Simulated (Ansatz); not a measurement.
# What a tighter setting buys: basis.ecutwfc, Mg6MoW (Amm2, 8 atoms in the cell)

Cell: a = 4.9686 Å, b = 6.2126 Å, c = 6.2126 Å, α = 55.57°, β = 90.00°, γ = 90.00°.

Method of the run: PBEsol, default PAW files made with PBE (plane waves; Ansatz, a program for electronic structure).

Base settings: basis.ecutwfc = 420 eV; kpoints.mp_grid.grid = 4 3 3; hamiltonian.xc = pbesol; hamiltonian.pseudopotentials = {kind: paw} (the program's default PAW files); scf.occupations.method = gaussian; scf.occupations.width = 0.1 eV.

Misses are taken against the tightest run, 840 eV, which need not be fully converged itself. The energy is the free energy per atom.

The count of work is k-points × plane waves × bands × iterations; it is no time, and leaves out set-up, grids and terms that scale otherwise. 

Ansatz's pressure holds its estimate of the finite-basis (Pulay) stress, which hides part of the cutoff error; the uncorrected pressure shows it.

The starting cell comes from a database of computed structures (which also holds hypothetical and non-ambient phases and stackings), without a prior relaxation at this level. Its lattice was rescaled by a random factor within 2.5 % of one. Spin polarisation is off. In the base run, with a pressure of about -5 GPa the cell is away from its equilibrium volume at this level. Ansatz's pressure includes its estimate of the finite-basis (Pulay) stress. Without a gap this mesh is coarse (it stands for a supercell whose shortest vector is 17 Å).

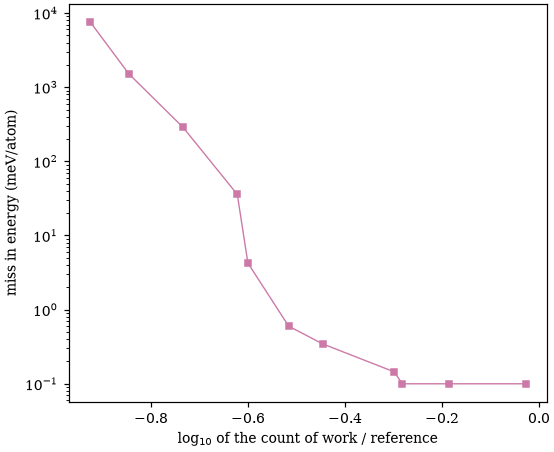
*Miss against the count of work; the reference run is not drawn, and misses under 0.1 meV/atom are drawn there.*

```csv
basis.ecutwfc,energy less reference (meV/atom),largest difference in the force on any atom (eV/Å),uncorrected pressure less reference (GPa),count of work / reference
170 eV,7495.96,0.329,-271.20,0.12
210 eV,1516.81,0.023,-69.00,0.14
250 eV,287.54,0.016,-16.71,0.18
295 eV,35.82,0.002,-2.82,0.24
335 eV,4.25,0.001,-0.41,0.25
380 eV,0.60,0.000,-0.02,0.30
420 eV,0.35,0.000,-0.01,0.36
485 eV,0.15,0.000,0.00,0.50
545 eV,0.08,0.000,0.00,0.52
630 eV,0.05,0.000,0.00,0.65
735 eV,0.02,0.000,0.00,0.94
840 eV,0.00,0.000,0.00,1.0
```

Coarsest setting among those run that, with all tighter ones, holds the energy within 5 meV/atom of the reference: 335 eV, off by 4.2 meV/atom; it needs 0.25 of the reference's count of work.

Coarsest setting among those run that, with all tighter ones, holds the energy within 0.5 meV/atom of the reference: 420 eV, off by 0.35 meV/atom; it needs 0.36 of the reference's count of work.

The step from 170 eV to 630 eV: it takes the miss in the energy from 7500 to 0.05 meV/atom, for 5.5 times the count of work.

Keys are those of Ansatz 0.2.
